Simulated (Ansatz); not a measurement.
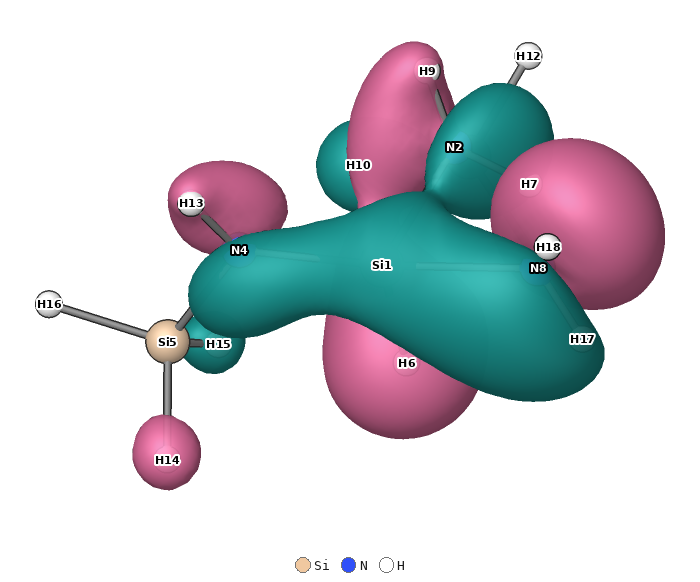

Figure. H$_{12}$N$_{3}$Si$_{3}$ (doublet). The HOMO−1 (β) at ±0.08 Å⁻³ᐟ² (teal and pink are the two phases), seen at an oblique angle.

A transition-state structure; geometry: PBE0-D4/def2-TZVP.

Theory: UKS PBE0-D4/def2-TZVPP in Ansatz.

```yaml
atoms:
  - { symbol: Si, position_ang: [0.7216, 0.1392, 0.8238] }
  - { symbol: N, position_ang: [1.0731, -0.0397, -1.0457] }
  - { symbol: Si, position_ang: [-0.1522, -0.7519, -2.0920] }
  - { symbol: N, position_ang: [-0.4840, 1.4445, 0.8821] }
  - { symbol: Si, position_ang: [-2.1460, 1.2155, 1.2859] }
  - { symbol: H, position_ang: [-0.2499, -0.9875, 1.0278] }
  - { symbol: H, position_ang: [1.9033, -0.7765, -0.5355] }
  - { symbol: N, position_ang: [2.2387, -1.1344, 0.7579] }
  - { symbol: H, position_ang: [1.4845, 0.8027, -1.4339] }
  - { symbol: H, position_ang: [-1.4076, 0.0357, -2.0630] }
  - { symbol: H, position_ang: [-0.3926, -2.1279, -1.5977] }
  - { symbol: H, position_ang: [0.3692, -0.7929, -3.4839] }
  - { symbol: H, position_ang: [-0.1284, 2.3802, 1.0135] }
  - { symbol: H, position_ang: [-2.3585, 0.5967, 2.6263] }
  - { symbol: H, position_ang: [-2.8153, 0.3290, 0.2955] }
  - { symbol: H, position_ang: [-2.8296, 2.5399, 1.2864] }
  - { symbol: H, position_ang: [2.0586, -2.0673, 1.1118] }
  - { symbol: H, position_ang: [3.1149, -0.8053, 1.1406] }
```

Question: Where does this orbital lie, and at what energy?

Answer: Its weight (Hirshfeld) is mainly on N8 (about 40 %), Si1 (about 15 %), N2 (about 10 %) and H6 (about 10 %). Its energy is −7.69 eV.
